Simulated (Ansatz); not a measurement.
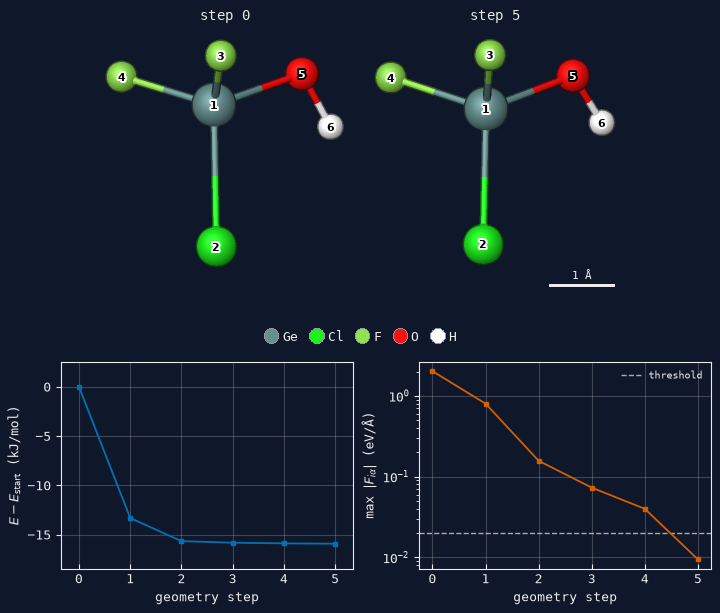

First and last geometry of a relaxation of GeHOClF2, with the history of the run. A ball-and-stick model, seen from a free direction.

The run prepares the start of a later molecular dynamics calculation, from a guessed geometry.

All numbers below come from Ansatz, RKS B3LYP/def2-SVP. (no spin polarisation; force threshold 0.02 eV/Å; at most 40 steps)

Q: Did the run converge, and what did it change?

A: It converged. The largest move after the best rigid fit is that of H6, 0.080 Å. Largest moves by element: H 0.080 Å, Ge 0.070 Å, Cl 0.063 Å, O 0.042 Å, F 0.022 Å. Among the contacts that change: Ge1–Cl2 2.220 → 2.134 Å, O5–H6 1.010 → 0.968 Å, Ge1–F3 1.680 → 1.717 Å, Ge1–O5 1.769 → 1.746 Å. Among the angles between lasting bonds that change: F3–Ge1–F4 109.5° → 105.3°, Ge1–O5–H6 109.5° → 113.3°, Cl2–Ge1–O5 109.5° → 113.2°. After 5 geometry steps the energy has fallen by 15.9 kJ/mol. Largest force component: 2 eV/Å at the start, 0.0095 eV/Å at the end. Cost: 19 s on 2 threads of Intel(R) Xeon(R) Platinum 8259CL CPU @ 2.50GHz (Skylake/Cascade Lake) (shared host), peak memory 0.23 GiB.
